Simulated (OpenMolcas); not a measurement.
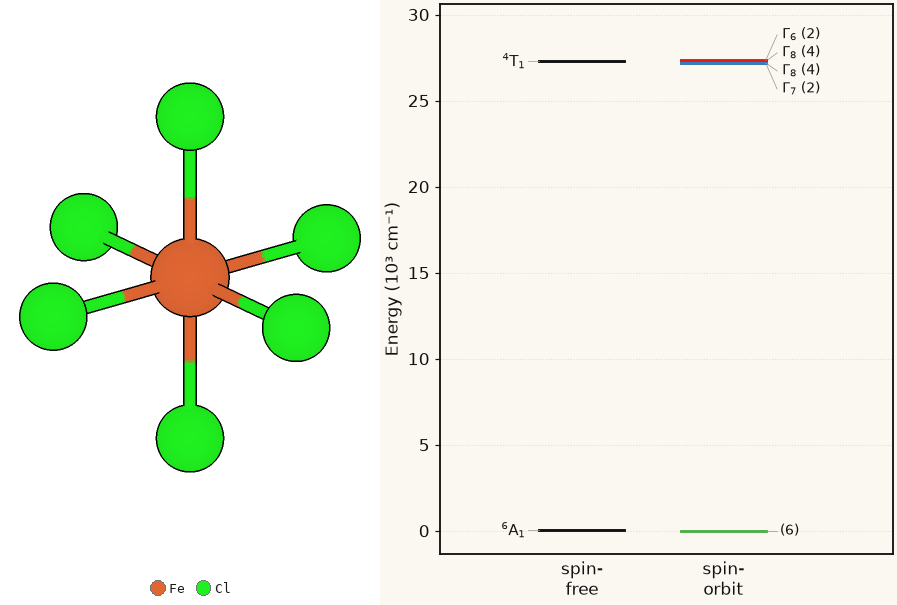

Fe³⁺ (3d⁵) as a dopant in Cs₂ZrCl₆, a cluster with its 6 nearest Cl⁻ at 2.446 Å (octahedron) embedded in model potentials and point charges; the geometry was set, not optimised, and its levels. Labels give the representation in O, Td, D4 or D3 as the site allows (double group for half-integer spin) where it could be assigned and, in brackets, the degeneracy; spin-free states, where drawn, share the zero of the spin-orbit levels. Level of the calculation: state-averaged CASSCF, active space 5 electrons in the shell 3d, basis ANO-RCC-VTZP on the metal and ANO-RCC-VDZP on the ligands, DKH2 scalar Hamiltonian, spin-orbit coupling by RASSI with atomic mean-field integrals (OpenMolcas).

Q: What does the figure show?

A: The ground level is 6-fold degenerate, 100 % from states of spin multiplicity 6. The next level lies at 27,200 cm⁻¹ (Γ₇). The lowest spin-free state is ⁶A₁. The active orbitals hold 90 to 98 % metal character (Löwdin), and the Mulliken charge of the metal is +1.52.

Caveat: small active space favours high spin, ground spin may be wrong; the geometry is set by hand, with no relaxation and no charge compensation.
